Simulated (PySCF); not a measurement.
**One shape, several levels: C2H2F2 (vinylidene fluoride)**

Aim: a comparison of 6 runs (HF/STO-3G, HF/3-21G, B3LYP/6-31G*, PBE0/def2-SVP, TPSS/pcseg-1, wB97X/6-31+G*) of C2H2F2 (vinylidene fluoride). The job is set up through a Python script.

Program for the calculation: PySCF 2.14.0.

### 1 Starting point

The species is C2H2F2 (6 atoms), meant as a singlet with charge 0. SMILES: `C=C(F)F`. Geometry: relaxed at PBE0-D4/def2-TZVP.

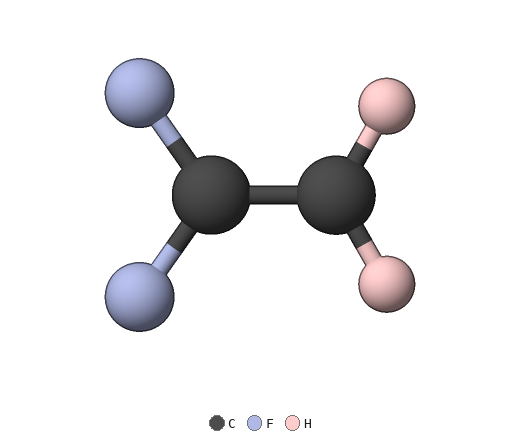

The structure, seen from a chosen angle (carbon dark grey, fluorine light blue, hydrogen pink).

### 2 Energy and gradient at HF/STO-3G (run 1)

Contents of calc.py:

```python
# C=C(F)F
from pyscf import gto, scf

mol = gto.M(
    atom='''
C   -0.115900   0.471000  -0.544400
C    0.105000  -0.394600   0.420100
F   -0.454900  -0.363600   1.607600
F    0.919200  -1.422100   0.343000
H    0.394200   0.360600  -1.488400
H   -0.805600   1.284800  -0.384200
''',
    max_memory=1860,
    verbose=4,
    basis='sto-3g',
)

mf = scf.RHF(mol)
mf.conv_tol = 1e-10
mf.kernel()
if not mf.converged:
    mf = mf.newton().run(mf.mo_coeff, mf.mo_occ)

e_tot = mf.e_tot
print('Final energy', e_tot)
grad = mf.nuc_grad_method().kernel()
mf.analyze()
```

Launch:

```console
$ OMP_NUM_THREADS=1 python calc.py
```

The log of the run:

```text
PySCF version 2.14.0

[... 78 lines left out ...]
Two-electron Energy =                  223.614550472607903
[... 7 lines left out ...]
MO #4   energy= -11.0164780773488  occ= 2
[... 5 lines left out ...]
MO #10  energy= -0.642138394762975 occ= 2
[... 5 lines left out ...]
MO #16  energy= -0.300975908019362 occ= 2
[... 5 lines left out ...]
MO #22  energy= 0.994294350577674  occ= 0
[... 31 lines left out ...]
Dipole moment(X, Y, Z, Debye): -0.10315,  0.40403, -0.45026
```

It took 2.2 s on 1 thread of Intel Xeon at 2.70GHz, shared host; peak memory 0.12 GiB.

### 3 Energy and gradient at HF/3-21G (run 2)

Contents of calc.py:

```python
# C=C(F)F
from pyscf import gto, scf

mol = gto.M(
    atom=[
    ('C', (-0.115900, 0.471000, -0.544400)),
    ('C', (0.105000, -0.394600, 0.420100)),
    ('F', (-0.454900, -0.363600, 1.607600)),
    ('F', (0.919200, -1.422100, 0.343000)),
    ('H', (0.394200, 0.360600, -1.488400)),
    ('H', (-0.805600, 1.284800, -0.384200)),
],
    max_memory=1860,
    basis='3-21g',
    verbose=3,
    charge=0,
)

calc0 = scf.RHF(mol)
calc0.conv_tol = 1e-10
calc0.kernel()
if not calc0.converged:
    calc0 = calc0.newton().run(calc0.mo_coeff, calc0.mo_occ)

e_final = calc0.e_tot
print('E = %.10f Eh' % e_final)
grad = calc0.nuc_grad_method().kernel()
calc0.analyze()
```

Launch:

```console
$ OMP_NUM_THREADS=1 python calc.py
```

The log of the run:

```text
converged SCF energy = -274.246003085211
[... 15 lines left out ...]
MO #5   energy= -1.70353470750228  occ= 2
[... 6 lines left out ...]
MO #12  energy= -0.670876094536316 occ= 2
[... 6 lines left out ...]
MO #19  energy= 0.298197196203581  occ= 0
[... 6 lines left out ...]
MO #26  energy= 1.03605837065436   occ= 0
[... 6 lines left out ...]
MO #33  energy= 2.18955323054032   occ= 0
[... 6 lines left out ...]
MO #40  energy= 4.22153337175584   occ= 0
[... 7 lines left out ...]
Dipole moment(X, Y, Z, Debye): -0.27557,  1.07952, -1.20300
```

It took 2.3 s on 1 thread of Intel Xeon at 2.70GHz, shared host; peak memory 0.12 GiB.

### 4 Energy and forces at B3LYP/6-31G(d) (spherical functions) (run 3)

Contents of calc.py:

```python
import pyscf.grad
from pyscf import gto, dft

mol = gto.M(
    atom='''
C   -0.115900   0.471000  -0.544400
C    0.105000  -0.394600   0.420100
F   -0.454900  -0.363600   1.607600
F    0.919200  -1.422100   0.343000
H    0.394200   0.360600  -1.488400
H   -0.805600   1.284800  -0.384200
''',
    max_memory=1860,
    basis='6-31g*',
    charge=0,
    verbose=4,
)

mf = dft.RKS(mol)
mf.xc = 'b3lyp'
mf.grids.level = 5
mf.conv_tol = 1e-10
mf.kernel()
if not mf.converged:
    mf = mf.newton().run(mf.mo_coeff, mf.mo_occ)

energy = mf.e_tot
print('Final energy', energy)
grad = mf.Gradients().kernel()
dip = mf.dip_moment()
pop, q = mf.mulliken_pop()
```

Launch:

```console
$ OMP_NUM_THREADS=1 python calc.py
```

The log of the run:

```text
PySCF version 2.14.0

[... 74 lines left out ...]
converged SCF energy = -277.054943689086
Final energy -277.0549436890862
[... 13 lines left out ...]
Dipole moment(X, Y, Z, Debye): -0.16012,  0.62721, -0.69896
[... 67 lines left out ...]
charge of    5H =      0.16881
```

It took 23 s on 1 thread of Intel Xeon at 2.70GHz, shared host; peak memory 0.6 GiB.

Runs 4 to 5 aren't shown in full; the table further down has their settings and results.

### 5 Energy and gradient at wB97X/6-31+G(d) (spherical functions) (run 6)

Contents of calc.py:

```python
# C=C(F)F
import pyscf.grad
from pyscf import gto, dft

mol = gto.M(
    atom=[
    ('C', (-0.115900, 0.471000, -0.544400)),
    ('C', (0.105000, -0.394600, 0.420100)),
    ('F', (-0.454900, -0.363600, 1.607600)),
    ('F', (0.919200, -1.422100, 0.343000)),
    ('H', (0.394200, 0.360600, -1.488400)),
    ('H', (-0.805600, 1.284800, -0.384200)),
],
    max_memory=1860,
    verbose=3,
    basis='6-31+g*',
)

mf = dft.RKS(mol)
mf.xc = 'wb97x'
mf.grids.level = 5
mf.conv_tol = 1e-10
mf.kernel()
if not mf.converged:
    mf = mf.newton().run(mf.mo_coeff, mf.mo_occ)

e_tot = mf.e_tot
print(f'total energy: {e_tot:.8f} hartree')
grad = mf.Gradients().kernel()
dip = mf.dip_moment()
pop, q = mf.mulliken_pop()
```

Launch:

```console
$ OMP_NUM_THREADS=1 python calc.py
```

The log of the run:

```text
converged SCF energy = -277.010341489633
total energy: -277.01034149 hartree
[... 9 lines left out ...]
Dipole moment(X, Y, Z, Debye): -0.22657,  0.88757, -0.98908
[... 83 lines left out ...]
charge of    5H =      0.23213
```

Run time: 32 s. Hardware: 1 thread of Intel Xeon at 2.70GHz, shared host; peak memory 0.74 GiB.

### 6 All runs side by side

```
run                                level  integration grid  energy (Eh)  dipole moment (D)  HOMO energy (eV)  LUMO energy (eV)  wall time
  1                            HF/STO-3G                 –  -271.997339               0.61             -8.19              8.66      2.2 s
  2                             HF/3-21G                 –  -274.246003               1.64            -10.67              5.08      2.3 s
  3   B3LYP/6-31G* (spherical functions)                 5  -277.054944               0.95             -7.09              0.89       23 s
  4                        PBE0/def2-SVP                 5  -276.574744               1.07             -7.67              0.76       25 s
  5                         TPSS/pcseg-1                 5  -277.040789               1.05             -6.51             -0.29       33 s
  6  wB97X/6-31+G* (spherical functions)                 5  -277.010341               1.35            -10.22              2.25       32 s
```

### 7 Results

| quantity | value |
| --- | --- |
| run 6: total energy | -277.01034 Eh |
| run 6: dipole moment | 1.35 D |
| run 6: HOMO energy | -10.22 eV |
| run 6: LUMO energy | 2.25 eV |
| run 6: HOMO–LUMO gap | 12.47 eV |
| run 6: largest force on an atom | 0.688 eV/Å |

The dipole moment (its size) runs from 0.61 D (HF/STO-3G) to 1.64 D (HF/3-21G). The HOMO–LUMO gap runs from 6.22 eV (TPSS/pcseg-1) to 16.85 eV (HF/STO-3G). The two ends differ in method and basis. Totals of different functionals can't be ranked against each other. In run 1 the basis is minimal, so the values are rough. All runs together took 2 min, the longest 33 s.
